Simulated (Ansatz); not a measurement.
**AsHPSi (charge −1): density, localisation and related maps**

Input

```
crystal:
  periodic: [false, false, false]
  atoms:
    - {symbol: As, position_ang: [0.109499, -1.061875, -1.596604]}
    - {symbol: P, position_ang: [-1.582923, -0.666849, -3.242516]}
    - {symbol: Si, position_ang: [-2.323950, -1.532862, -1.444885]}
    - {symbol: H, position_ang: [0.106755, 0.322614, -0.885578]}
basis:
  gaussian:
    orbitals: def2-TZVPD
total_charge: -1
magnetization:
  spin_polarized: false
hamiltonian:
  xc: {name: PBE0}
output:
  forces: true
  orbitals: {seedname: orbitals}
```

Command:

```sh
ansatz run input.yaml --threads 1 --pin off --max-ram 2610MiB --events-out events.jsonl --progress --plain --runs-dir runs
```

Geometry: B3LYP-D3(BJ)/def2-SVPD.

Theory: isolated molecule in a Gaussian basis; Kohn-Sham density functional theory, functional PBE0 (Ansatz).

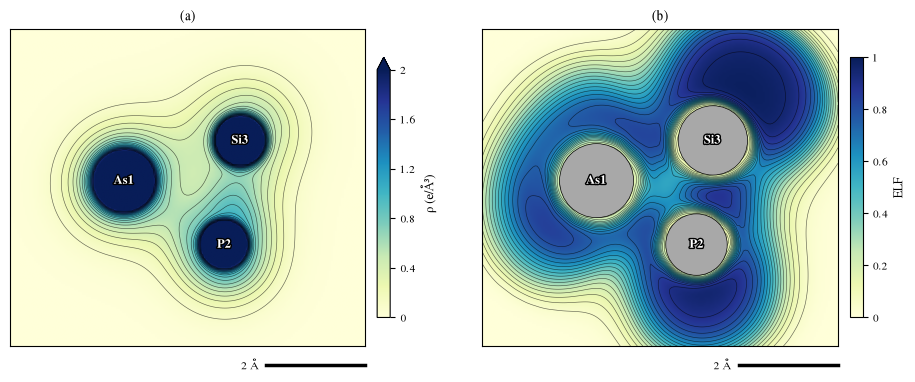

Figure 1. (a) electron density; (b) electron localisation function on the plane of atoms As1, Si3 and P2. Grey discs cover the atomic cores in the ELF map.

### Read the bonding off the picture.

- The section cuts through As, P and Si sites.
- Si–P (2.13 Å): the density is about 0.77 e/Å³ at the midpoint; the ELF peaks at about 0.85 between the atoms: localised, covalent bonding.
- As–P (2.39 Å): ρ at the midpoint is about 0.56 e/Å³; the ELF peaks at about 0.75 between the atoms.
- Si–As (2.48 Å): ρ at the midpoint is about 0.48 e/Å³; the ELF peaks at about 0.70 between the atoms.
- The ELF also peaks beside P2, As1 and Si3, away from the bonds: lone-pair regions.

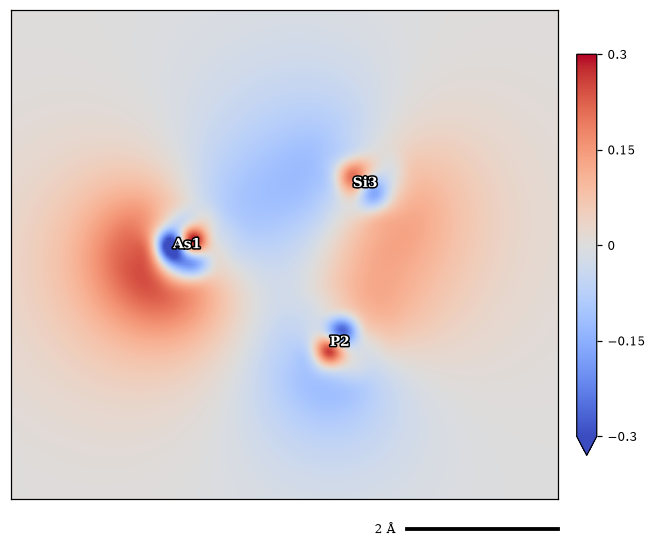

Figure 2. The HOMO on the plane of atoms As1, Si3 and P2 (values in Å⁻³ᐟ²; the overall sign is arbitrary).

### What is the character of this orbital?

It lies mainly on P2 (about 45 %), Si3 (about 25 %), As1 (about 25 %) and H4 (about 5 %); π-bonding across P2–Si3. Its energy is −1.17 eV.
